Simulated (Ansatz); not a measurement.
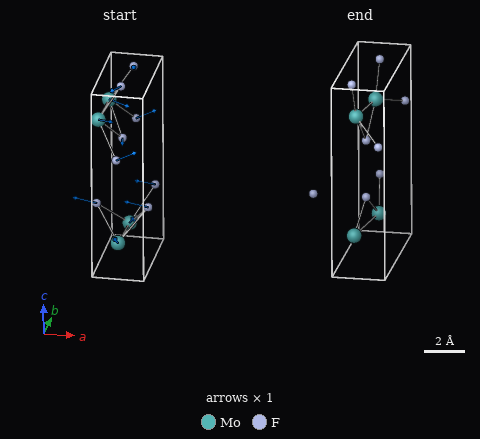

The structure of solid Mo2F3 (a generated structure, set up in P1) (coarse preliminary run) before (left) and after (right) a relaxation, at one scale. The blue arrows give the displacements (the part carried along by the change of the cell is left out), at their true length.

The picture is a ball-and-stick view of the cell of the calculation, seen from a free direction.

These are results of DFT PBE, scalar-relativistic, plane waves, PAW in Ansatz, not measurements. (plane-wave cutoff 420 eV; k-point mesh 8 × 4 × 2; occupations gaussian; smearing width 0.2 eV; no spin polarisation; cell and atoms relaxed; force threshold 0.025 eV/Å; at most 60 steps)

Q: What changed between the two?

A: The run was cut off at its time limit before the relaxation converged, so the last structure is only a point on the way. The largest move relative to the cell is that of an F atom, 1.50 Å roughly along [−3 1 0]. Largest moves by element: F 1.50 Å, Mo 1.33 Å. Cell: a 2.634 → 2.671 Å (+1.4 %), b 5.121 → 5.531 Å (+8.0 %), c 10.020 → 10.294 Å (+2.7 %), α 89.1° → 87.4°, β 90.3° → 90.5°, γ 89.9° → 84.1°. Volume +11.8 %. Some distances before and after: F–Mo 2.365 → 3.641 Å, F–Mo 2.470 → 3.733 Å, F–Mo 2.581 → 3.672 Å, F–Mo 2.410 → 3.500 Å. Bond angles that change, for instance: Mo–F–Mo 99.0° → 138.2°, Mo–F–Mo 100.4° → 139.5°, Mo–F–Mo 63.1° → 94.5°. The space group stays P1 (No. 1). Over 24 accepted moves (27 points after the start) the energy falls by 495 meV per atom. Largest force component: 1.1 eV/Å at the start, 0.13 eV/Å at the end. Pressure: 0.50 GPa at the start and 0.48 GPa at the end. The line search rejected the trial steps at points 5, 23 of the run. At 1 point the geometry stayed and the basis and grid were re-selected for the new cell (energy shift of 13.2 meV per atom at most each time). Cost: 8.7 min on 1 thread of Intel(R) Xeon(R) Platinum 8488C (Sapphire Rapids) (shared host), peak memory 0.63 GiB.
